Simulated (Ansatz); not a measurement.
ClHInO (doublet)

Input

```
crystal:
  periodic: [false, false, false]
  atoms:
    - { symbol: O, position_ang: [-1.8372, -0.4516, 0.0459] }
    - { symbol: In, position_ang: [-0.0341, 0.0735, 0.0637] }
    - { symbol: Cl, position_ang: [1.8196, -1.1777, 1.0603] }
    - { symbol: H, position_ang: [-2.77369, -0.38827, -0.26887] }
magnetization:
  spin_polarized: true
  initial_magnetization: 1
basis:
  gaussian: { orbitals: def2-SVP }
hamiltonian:
  xc: pbe0
relax:
  f_tol: 0.02
  max_steps: 50
output:
  orbitals: {}
```

Command:

```sh
ansatz run input.yaml --threads 1 --pin off --max-ram 2048MiB --backend cpu --events-out ev --progress --plain --runs-dir out
```

The fields are those of the relaxed geometry.

Core potentials replace the inner electrons of In.

The calculation used Ansatz, UKS PBE0/def2-SVP.

> What can the converged electron density, electron localisation function and spin density tell about the bonding?

In–O (2.02 Å): ρ at the midpoint is about 0.65 e/Å³; the ELF peaks at about 0.85 in the valence shell of O, 0.6 Å from its nucleus, and drops to about 0.10 between the two atoms.
In–Cl (2.38 Å): ρ at the midpoint is about 0.47 e/Å³; the ELF peaks at about 0.80 in the valence shell of Cl, 0.8 Å from its nucleus, and drops to about 0.15 between the two atoms.
O–H (0.97 Å): ρ is about 3.6 e/Å³ halfway; the ELF climbs to about 1 towards the hydrogen, as it does in any bond to H: an ordinary covalent bond to hydrogen.
The unpaired spin (1 electron) lies mostly on In2 (about 0.6), O1 (about 0.2) and Cl3 (about 0.2), in electrons by Hirshfeld's partition.

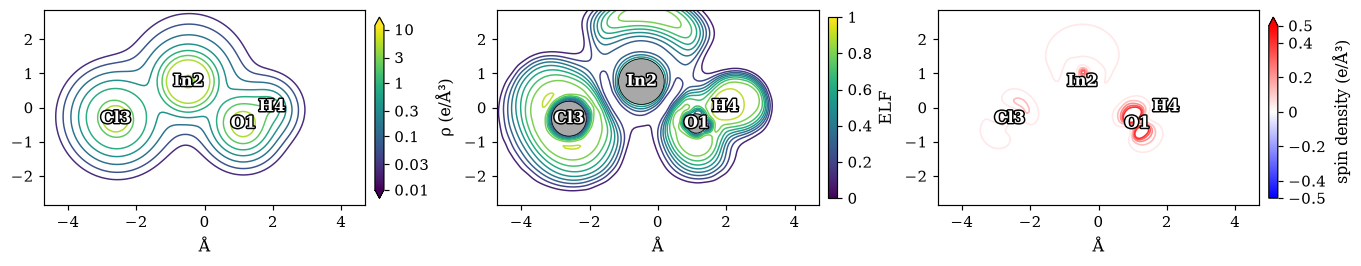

Computed electron density, electron localisation function and spin density on the molecular plane, in this order. Grey discs cover the atomic cores in the ELF map. 
